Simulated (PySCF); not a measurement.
**Two runs on H$_{2}$**

System: H$_{2}$, SMILES [H][H].
Method of run 1: RKS r2SCAN-D4/def2-QZVPP (PySCF 2.14.0).

Text and figures count atoms from 1; the logs count them from 0 in places.

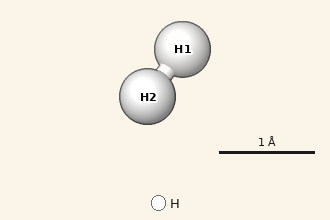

Fig. 1: The input geometry (ball-and-stick view, seen at an oblique angle; atoms are numbered from 1 in the order of the input). Bond lengths as drawn: H–H 0.66 Å.

### The input, run 1
```python
import json, numpy as np
from pyscf import gto, scf, dft, mp, cc, lib
mol = gto.M(atom="""
H      0.000000     0.000000     0.000000
H      0.000000     0.000000     0.655900
""", basis='def2-QZVPP', charge=0, spin=0, verbose=3, max_memory=2000)
def mean_field(mol):
    mf = dft.RKS(mol, xc='r2scan')
    mf.grids.level = 4
    mf.disp = "d4"
    mf.conv_tol = 1e-10; mf.chkfile = None; mf.max_cycle = 100
    return mf
last = {}
def solved(mol):
    mf = mean_field(mol); mf.kernel(last.get('dm'))
    if not mf.converged: mf = mf.newton().run(mf.mo_coeff, mf.mo_occ).undo_soscf()
    assert mf.converged
    last['dm'] = mf.make_rdm1()
    return mf
out = {}
def energy(mol, gradient=False):
    mf = out['mf'] = solved(mol)
    e = mf.e_tot
    out.update(e=e, ref=mf.e_tot)
    if not gradient: return e
    return e, mf.nuc_grad_method().kernel()
print('Total energy: %.8f Eh' % energy(mol))
mf = out.pop('mf')
out['dipole'] = mf.dip_moment(unit='Debye').tolist()
out['x'] = mol.atom_coords(unit='angstrom').tolist()
json.dump(out, open('result.json', 'w'))
```

Launched with:
```bash
OMP_NUM_THREADS=1 python input.py
```

Hardware: 1 thread of Arm Neoverse N1, 54 GiB of memory available, shared host.

### Output (run 1)
```
converged SCF energy = -1.16599513106297
Total energy: -1.16599513 Eh
Dipole moment(X, Y, Z, Debye):  0.00000, -0.00000, -0.00000
```

The input of run 2 differs as follows (lines with − go, lines with + come):
```diff
-H      0.000000     0.000000     0.655900
+H      0.000000     0.000000     0.786400
```

How does run 2 compare with run 1?

With the same method and basis, run 2 lies 2.9 kcal/mol lower.

### Output (run 2)
```
converged SCF energy = -1.17063168719051
Total energy: -1.17063169 Eh
Dipole moment(X, Y, Z, Debye): -0.00000,  0.00000, -0.00000
```

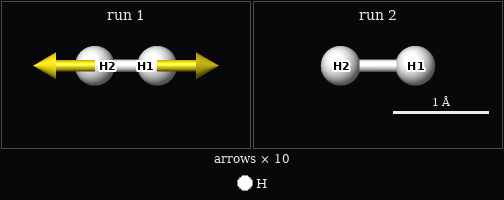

Fig. 2: The two input geometries at one scale (ball-and-stick view, seen at a tilt). The yellow arrows on the first give the shifts of the atoms after the best rigid fit, magnified 10 times. The largest moves after the best rigid fit, 0.065 Å, are those of H1 and H2. Among the contacts that change: H1–H2 0.656 → 0.786 Å.

### The two runs side by side

| quantity | run 1 | run 2 |
| --- | --- | --- |
| outcome | converged | converged |
| total energy (hartree) | −1.165995 | −1.170632 |
| wall time (shared host) | 3 s | 2.9 s |
